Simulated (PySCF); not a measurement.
# C4H10BN: the cost of one run

Computed with PySCF 2.14.0 and routines of our own; the level stands in each step. Atoms count from 0.

### 1 The system as given

16 atoms, charge 0, multiplicity 1; geometry from: GFN2-xTB.

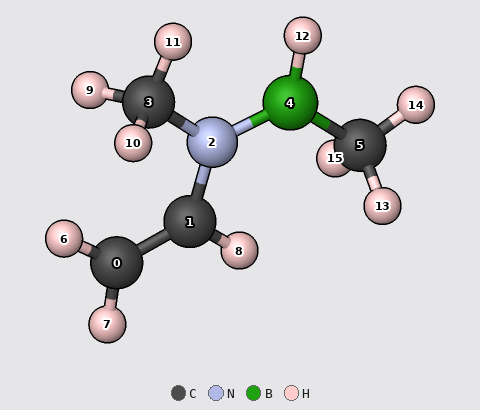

The starting geometry (carbon dark grey, nitrogen light blue, boron green, hydrogen pink).

### 2 Optimising the geometry at PBE0-D3(BJ)/def2-SVP

The job: settings as JSON, then the geometry in Å.

```
{"job": {"xc": "PBE0", "basis": "def2-SVP", "d3": "d3bj", "grid": 1, "kind": "geom"}, "charge": 0, "multiplicity": 1}
C      1.880858     0.742148    -1.110994
C      0.640156     0.638576    -0.648582
N      0.146318    -0.320542     0.226036
C      1.120052    -1.283804     0.702112
B     -1.196041    -0.370733     0.620596
C     -2.275336     0.665568     0.090941
H      2.678328     0.068246    -0.856714
H      2.136063     1.538392    -1.786695
H     -0.101462     1.358691    -0.957878
H      1.526998    -1.863567    -0.130511
H      1.944862    -0.776071     1.208448
H      0.644233    -1.964452     1.402607
H     -1.503570    -1.222943     1.368545
H     -2.028378     1.688930     0.372623
H     -3.267675     0.458528     0.483855
H     -2.353006     0.651977    -0.995800
```

Command:

```console
$ OMP_NUM_THREADS=1 python excited_run.py task.json out
```

One launch serves the whole session: the jobs run in the order shown.

**Question.** How long does this first job take on 1 thread of Arm Neoverse N1, shared host, and how much memory does it need?

About 55 s, with a peak of 0.53 GiB.
